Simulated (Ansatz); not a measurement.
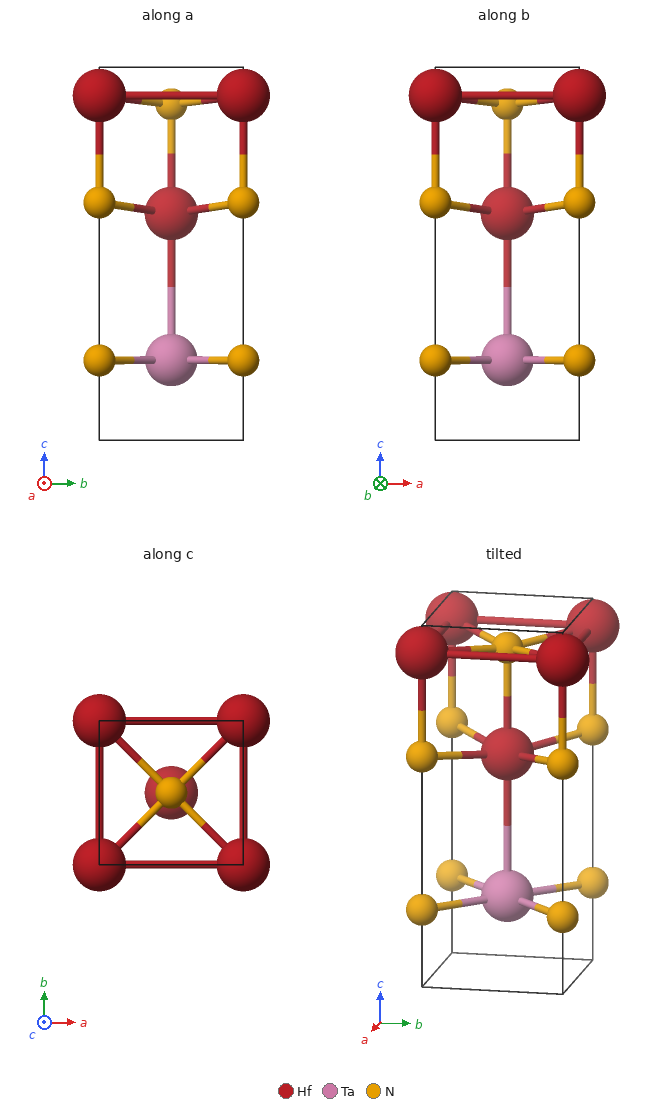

The image is a ball-and-stick drawing of a crystal, viewed along the a axis, along the b axis, along the c axis and slightly off an axis. The conventional unit cell is drawn as a box.

Lattice parameters: a = 3.0941 Å, b = 3.0941 Å, c = 8.0151 Å, α = 90.000°, β = 90.000°, γ = 90.000°.

Write down what is shown as a CIF in P1 with every atom of the cell, with free fractional coordinates to two decimals.

Answer.
```cif
data_structure
_symmetry_space_group_name_H-M 'P 1'
_symmetry_Int_Tables_number 1
_cell_length_a 3.0941
_cell_length_b 3.0941
_cell_length_c 8.0151
_cell_angle_alpha 90.000
_cell_angle_beta 90.000
_cell_angle_gamma 90.000
_cell_volume 76.73
loop_
_atom_site_label
_atom_site_type_symbol
_atom_site_fract_x
_atom_site_fract_y
_atom_site_fract_z
_atom_site_occupancy
Hf1 Hf 0.00 0.00 0.92 1
Hf2 Hf 0.50 0.50 0.61 1
Ta1 Ta 0.50 0.50 0.21 1
N1 N 0.00 0.00 0.64 1
N2 N 0.00 0.00 0.21 1
N3 N 0.50 0.50 0.90 1
```

Starting structure: a structure type filled with these elements by a generator (whether the compound takes this form wasn't checked). What is shown is the relaxed result from DFT PBE, scalar-relativistic, plane waves, PAW (Ansatz 0.2.0).
